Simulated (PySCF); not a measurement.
# C₇H₇BO: electronic excitations

What electronic excitations should C₇H₇BO (`Bc1ccccc(=O)c1`) show?

Computed with PySCF 2.14.0, with density-fitted response routines of our own, on a single molecule in the gas phase. Atoms are numbered from 0 throughout.

## Step 1: Starting geometry

16 atoms, charge 0, multiplicity 1; geometry from: GFN2-xTB.

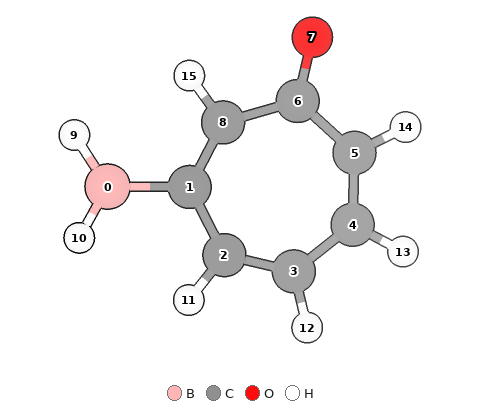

The starting geometry (boron pink, carbon grey, oxygen red, hydrogen white), atoms numbered.

## Step 2: TDDFT and polarisability: CAM-B3LYP/def2-SVPD

Job settings and geometry (Å):

```
{"job": {"kind": "uv", "xc": "CAM-B3LYP", "basis": "def2-SVPD", "nstates": 8, "ntriplets": 3}, "charge": 0, "multiplicity": 1}
B      2.694728     0.153767    -0.192085
C      1.141405     0.062019    -0.063555
C      0.549474    -1.244672    -0.135999
C     -0.749409    -1.621107    -0.037477
C     -1.904929    -0.809576     0.123543
C     -2.002682     0.535347     0.187316
C     -0.972217     1.565403     0.126832
O     -1.301437     2.747343     0.152786
C      0.451551     1.234307     0.069680
H      3.253183     1.129115     0.120731
H      3.300462    -0.753209    -0.610730
H      1.265020    -2.046924    -0.268765
H     -0.951179    -2.684306    -0.093634
H     -2.834377    -1.364261     0.188295
H     -2.992126     0.964592     0.298048
H      1.044932     2.141107     0.123604
```

With the program's defaults for keys left out, this is: TDDFT CAM-B3LYP/def2-SVPD, vertical, gas phase, core orbitals frozen in the response.

The run is started by

```console
OMP_NUM_THREADS=1 python probes_run.py task.json out
```

This one command runs all jobs of the session in turn.

Standard output:

```text
coarse grid: 14120 points
cycle   1  E = -370.2655400971  dE =  1.716e+00  |g| = 8.329e-01  |ddm| = 1.357e+01
cycle   2  E = -369.8905339925  dE =  3.750e-01  |g| = 1.611e+00  |ddm| = 5.292e+00
cycle   3  E = -370.4228132909  dE = -5.323e-01  |g| = 9.306e-02  |ddm| = 3.645e+00
cycle   4  E = -370.4243631618  dE = -1.550e-03  |g| = 7.505e-02  |ddm| = 5.376e-01
cycle   5  E = -370.4258481838  dE = -1.485e-03  |g| = 1.757e-02  |ddm| = 2.768e-01
cycle   6  E = -370.4259453074  dE = -9.712e-05  |g| = 8.263e-03  |ddm| = 8.205e-02
cycle   7  E = -370.4259769845  dE = -3.168e-05  |g| = 2.724e-03  |ddm| = 3.953e-02
cycle   8  E = -370.4259825786  dE = -5.594e-06  |g| = 9.406e-04  |ddm| = 2.024e-02
final grid: 138480 points
cycle   9  E = -370.5075326883  dE = -3.947e-05  |g| = 3.831e-03  |ddm| = 2.021e-01
cycle  10  E = -370.5075306016  dE =  2.087e-06  |g| = 5.232e-03  |ddm| = 3.052e-02
cycle  11  E = -370.5075365656  dE = -5.964e-06  |g| = 9.493e-04  |ddm| = 1.475e-02
cycle  12  E = -370.5075367458  dE = -1.802e-07  |g| = 1.808e-04  |ddm| = 2.388e-03
cycle  13  E = -370.5075367564  dE = -1.067e-08  |g| = 7.231e-05  |ddm| = 9.861e-04
cycle  14  E = -370.5075367583  dE = -1.870e-09  |g| = 3.157e-05  |ddm| = 3.014e-04
cycle  15  E = -370.5075367588  dE = -4.886e-10  |g| = 1.153e-05  |ddm| = 1.453e-04
converged SCF energy = -370.5075367588

Static polarisability (au): isotropic 102.312, principal 56.100 117.212 133.624

Singlet excitations
state   eV       nm        f      main configurations
  1   3.4457    359.8   0.00004   H-1->L 0.81, H-1->L+1 0.09
  2   3.6767    337.2   0.05308   H->L 0.91
  3   4.1713    297.2   0.00134   H-1->L+1 0.80, H-1->L 0.12
  4   4.3169    287.2   0.13323   H->L+1 0.84
  5   5.3973    229.7   0.09432   H-3->L 0.40, H-2->L 0.32, H-4->L 0.13
  6   5.4925    225.7   0.06527   H-3->L 0.43, H-4->L 0.16, H-2->L 0.16
  7   5.8320    212.6   0.12469   H-4->L 0.36, H-2->L 0.23, H->L+2 0.21
  8   6.1130    202.8   0.05737   H-2->L+1 0.39, H->L+2 0.34, H-2->L 0.11

Triplet excitations (Tamm-Dancoff, eV): 2.2764 2.8137 3.0560
```

Run time: 2 min. Hardware: 1 thread of Arm Neoverse N1, shared host; peak memory 1.1 GiB.

The orbitals next to the gap, with their largest atomic shares:

```tsv
orbital	eV	atoms
HOMO−3	-11.29	C1 21 %, B0 18 %, C8 9 %
HOMO−2	-10.35	C1 21 %, C4 20 %, C8 15 %
HOMO−1	-8.90	O7 68 %, C6 12 %, C8 7 %
HOMO	-8.25	O7 20 %, C2 15 %, C3 15 %
LUMO	-1.95	B0 22 %, C8 20 %, C1 16 %
LUMO+1	-1.26	C4 18 %, C2 16 %, C5 16 %
LUMO+2	0.53	B0 30 %, C1 14 %, C6 10 %
```

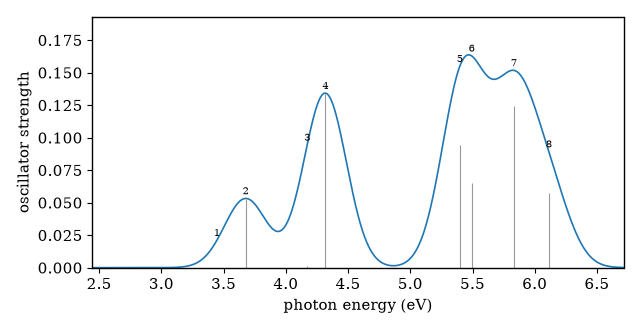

Absorption spectrum from the 8 singlet states computed; above the last one it falls off for lack of states. Lines are broadened to a width of 0.40 eV (Gaussian).

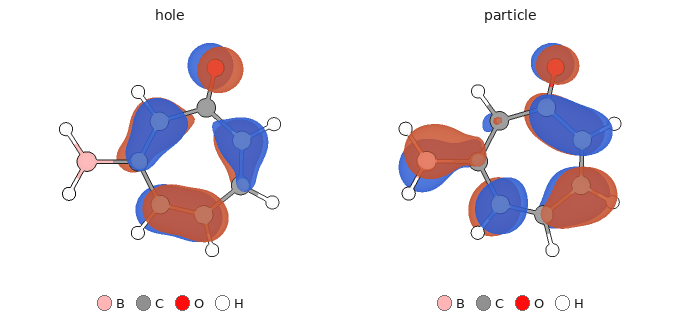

Leading natural transition orbitals of singlet state 4: the electron leaves the hole (left) for the particle orbital (right).

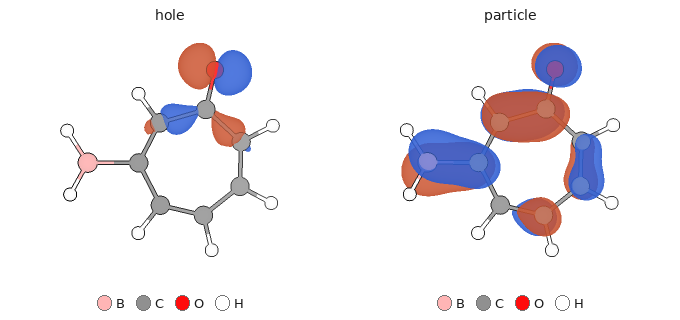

Leading natural transition orbitals of singlet state 1: the electron leaves the hole (left) for the particle orbital (right).

Further results of this job:

```tsv
property	computed
dipole moment (D)	4.32
polarisability (Å³)	15.16
HOMO–LUMO gap (eV)	6.30
−ε(HOMO) (eV)	8.25
```

Orbitals, density, ELF and potential are computed afterwards from the orbital file.

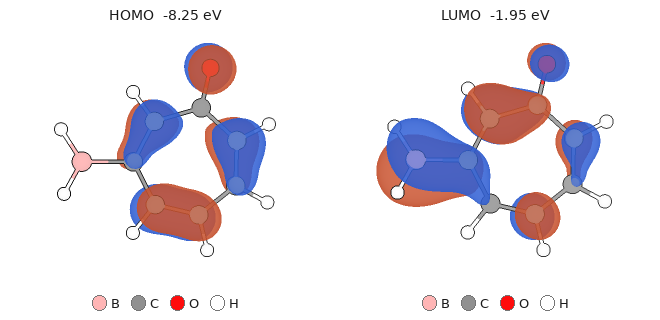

Frontier orbitals at CAM-B3LYP/def2-SVPD; each surface holds 70 % of the orbital's density, blue and red mark the sign.

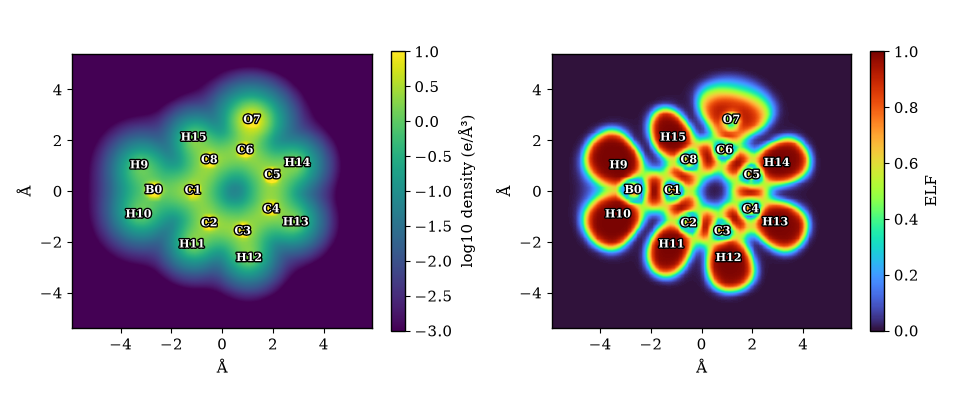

Density (left) and ELF (right) in a plane through or near 16 of the atoms.

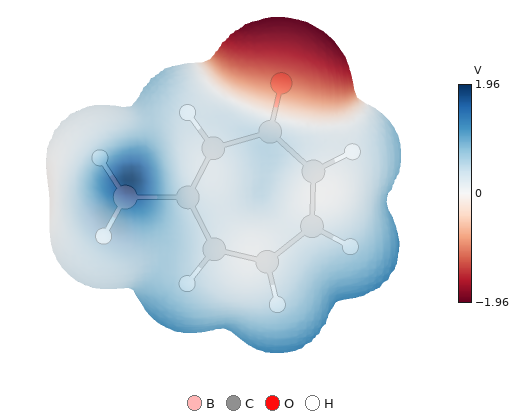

The potential that a unit positive charge feels on the 0.002 e/bohr³ surface, from -1.96 V near O7 to 1.51 V near B0.

## Step 3: Results

```
                                quantity                        value
    lowest singlet (CAM-B3LYP/def2-SVPD)  3.45 eV (360 nm), f = 0.000
brightest single state of those computed  state 4, 4.32 eV, f = 0.133
                          lowest triplet                      2.28 eV
   surface potential, least and greatest           -1.96 V and 1.51 V
```

**Reading.** The lowest singlet, at 3.45 eV, is HOMO−1→LUMO 0.81, HOMO−1→LUMO+1 0.09 and is dark; of the 8 states computed, the strongest absorption comes from state 4 at 4.32 eV (the last state computed is bright too, and its partners may lie past the list). The lowest triplet lies 1.17 eV below the lowest singlet (triplets in Tamm-Dancoff, singlets in full TDDFT). By nearest atom (CAM-B3LYP/def2-SVPD), the HOMO sits on O7 21 %; C2, C3, C5 about 15 % each and the LUMO on B0 22 %; C8 21 %.
